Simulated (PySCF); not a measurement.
# MP2/STO-6G run of SnO (SMILES [O]=[Sn])

What is the vertical ionisation energy of SnO at MP2/STO-6G? The job is set up through a Python script.

The results are computed with PySCF 2.14.0.

15 further runs of the same task are left out: 6 that didn't finish, 9 set aside as unsound or not needed.

### Step 1. The structure to begin with

The species is SnO (2 atoms), meant as a singlet with charge 0. As SMILES, `[O]=[Sn]`. The shape comes from GFN2-xTB, which is rough for such elements, and wasn't checked as a minimum.

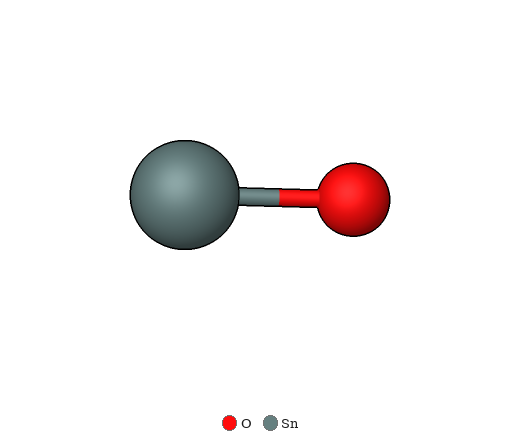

Viewed from a chosen angle; oxygen red, tin teal.

### Step 2. The energy at MP2/STO-6G

Contents of run.py:

```python
from pyscf import gto, scf, mp

molecule = gto.M(
    atom='''
O      0.000000     0.000000     0.000000
Sn     0.000000     0.000000     3.408272
''',
    spin=0,
    max_memory=1860,
    basis='sto-6g',
    charge=0,
    unit='bohr',
    verbose=3,
)

myscf = scf.RHF(molecule)
myscf.conv_tol = 1e-10
myscf.kernel()
if not myscf.converged:
    myscf = myscf.newton().run(myscf.mo_coeff, myscf.mo_occ)

pt = mp.MP2(myscf, frozen=19).run()
etot = pt.e_tot
print('E(%s) = %.9f' % ('MP2', etot))
```

Started as:

```sh
OMP_NUM_THREADS=1 python run.py
```

The log of the run:

```text
converged SCF energy = -6068.78499675153
E(RMP2) = -6068.95788157022  E_corr = -0.172884818694322
E(SCS-RMP2) = -6068.95037466867  E_corr = -0.165377917140474
E(MP2) = -6068.957881570
```

It took 1.9 s on 1 thread of Arm Neoverse V1, shared host; peak memory 0.12 GiB.

### Step 3. The doublet cation

Contents of run.py:

```python
from pyscf import gto, scf, mp

molecule = gto.Mole()
molecule.atom = '''
O    0.000000   0.000000   0.000000
Sn   0.000000   0.000000   1.803580
'''
molecule.basis = 'sto-6g'
molecule.charge = 1
molecule.max_memory = 1860
molecule.spin = 1
molecule.verbose = 3
molecule.build()

mf = scf.UHF(molecule)
mf.conv_tol = 1e-10
mf.kernel()
if not mf.converged:
    mf = mf.newton().run(mf.mo_coeff, mf.mo_occ)

pt = mp.MP2(mf, frozen=19).run()
etot = pt.e_tot
print(f'total energy: {etot:.8f} hartree')
```

Started as:

```sh
OMP_NUM_THREADS=1 python run.py
```

The log of the run:

```text
converged SCF energy = -6068.62404474156  <S^2> = 0.82182985  2S+1 = 2.0705843
E(UMP2) = -6068.69638702799  E_corr = -0.0723422864283487
E(SCS-UMP2) = -6068.6938141456  E_corr = -0.069769404043851
total energy: -6068.69638703 hartree
```

Run time: 2.1 s. Hardware: 1 thread of Arm Neoverse V1, shared host; peak memory 0.12 GiB.

### Step 4. Results

At MP2/STO-6G, 19 core orbitals frozen:

| quantity | value |
| --- | --- |
| singlet SnO: total energy | -6068.95788 Eh |
| singlet SnO: dipole moment (Hartree–Fock density) | 1.78 D |
| singlet SnO: HOMO energy (Hartree–Fock orbitals) | -5.98 eV |
| singlet SnO: LUMO energy (Hartree–Fock orbitals) | 5.68 eV |
| singlet SnO: HOMO–LUMO gap (Hartree–Fock orbitals) | 11.67 eV |
| singlet SnO: correlation energy (19 core orbitals frozen) | -172.9 mEh |
| doublet cation: total energy | -6068.69639 Eh |
| doublet cation: HOMO energy (Hartree–Fock orbitals) (highest over α and β) | -15.03 eV |
| doublet cation: LUMO energy (Hartree–Fock orbitals) (lowest over α and β) | -2.82 eV |
| doublet cation: correlation energy (19 core orbitals frozen) | -72.3 mEh |
| doublet cation: ⟨S²⟩ of the reference determinant | 0.822 |
| vertical ionisation energy (to the doublet cation) | 7.116 eV |

What this shows: Removing an electron at fixed nuclei costs 7.12 eV (164 kcal/mol). In a minimal basis such a difference can be off by several eV, whatever the method. Relativity is left out (singlet SnO) although the molecule holds a heavy atom. Relativity is left out (doublet cation) although the molecule holds a heavy atom.
